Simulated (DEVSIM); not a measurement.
Structure: illuminated Si p-on-n cell, one wavelength, at 300 K.

```csv
layer (left to right),material,thickness (μm),Nd (cm⁻³),Na (cm⁻³),τn (s),τp (s),absorption coefficient (cm⁻¹)
1,Si,0.460,-,6.2e17,5e-6,1.5e-6,450
2,Si,56.0,1.4e16,-,2e-5,2e-5,450
```

Left contact: ohmic, minority electron recombination velocity 3e5 cm/s. Right contact: ohmic, minority hole recombination velocity 7e5 cm/s. Voltage is applied to the left contact. Recombination: SRH at mid-gap, radiative, Auger. Light enters at the left, 1.4e16 photons cm⁻² s⁻¹, one pass, no reflection. Mobility is constant in doping.

The device is made up for the run: typed textbook-type constants, with dimensions and the other settings drawn at random. Values at 300 K.

| parameter | Si |
|---|---|
| gap (eV) | 1.124 |
| affinity (eV) | 4.05 |
| permittivity | 11.7 |
| Nc (cm⁻³) | 2.86e19 |
| Nv (cm⁻³) | 3.1e19 |
| μn (cm²/Vs) | 1417 |
| μp (cm²/Vs) | 470 |
| B (cm³/s) | 4.7e-15 |
| Cn (cm⁶/s) | 2.8e-31 |
| Cp (cm⁶/s) | 9.9e-32 |

Model (solved in DEVSIM): 1D drift-diffusion, Boltzmann statistics, complete ionisation; no tunnelling, impact ionisation, image-force lowering or self-heating.

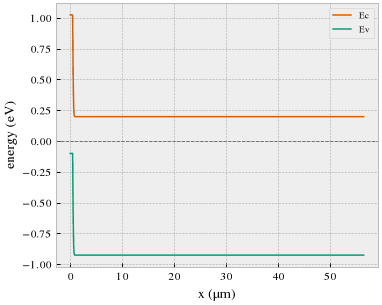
Figure: Band edges at zero bias, in the dark

Energies count from the Fermi level of the right contact; mesh points crowd at the junctions.

| x (μm) | Ec (eV) | Ev (eV) | n (cm⁻³) | p (cm⁻³) | field (V/cm) |
|---|---|---|---|---|---|
| 0.000 | 1.023 | -0.101 | 190 | 6.2e17 | ≈ 0 |
| 0.03098 | 1.023 | -0.101 | 190 | 6.2e17 | ≈ 0 |
| 0.09316 | 1.023 | -0.101 | 190 | 6.2e17 | ≈ 0 |
| 0.2300 | 1.023 | -0.101 | 190 | 6.2e17 | ≈ 0 |
| 0.3909 | 1.023 | -0.101 | 190 | 6.2e17 | ≈ 0 |
| 0.4406 | 1.021 | -0.103 | 200 | 5.9e17 | -2800 |
| 0.4667 | 0.937 | -0.187 | 5200 | 2.3e16 | -57000 |
| 0.5283 | 0.635 | -0.489 | 6.1e8 | 1.9e11 | -42000 |
| 0.6533 | 0.276 | -0.848 | 6.7e14 | 170000 | -15000 |
| 0.9273 | 0.197 | -0.927 | 1.4e16 | 8300 | -15 |
| 1.593 | 0.197 | -0.927 | 1.4e16 | 8300 | ≈ 0 |
| 3.916 | 0.197 | -0.927 | 1.4e16 | 8300 | ≈ 0 |
| 8.632 | 0.197 | -0.927 | 1.4e16 | 8300 | ≈ 0 |
| 18.96 | 0.197 | -0.927 | 1.4e16 | 8300 | ≈ 0 |
| 42.48 | 0.197 | -0.927 | 1.4e16 | 8300 | ≈ 0 |
| 50.29 | 0.197 | -0.927 | 1.4e16 | 8300 | ≈ 0 |
| 53.85 | 0.197 | -0.927 | 1.4e16 | 8300 | ≈ 0 |
| 55.32 | 0.197 | -0.927 | 1.4e16 | 8300 | ≈ 0 |
| 56.11 | 0.197 | -0.927 | 1.4e16 | 8300 | ≈ 0 |
| 56.32 | 0.197 | -0.927 | 1.4e16 | 8300 | ≈ 0 |
| 56.41 | 0.197 | -0.927 | 1.4e16 | 8300 | ≈ 0 |
| 56.46 | 0.197 | -0.927 | 1.4e16 | 8300 | ≈ 0 |
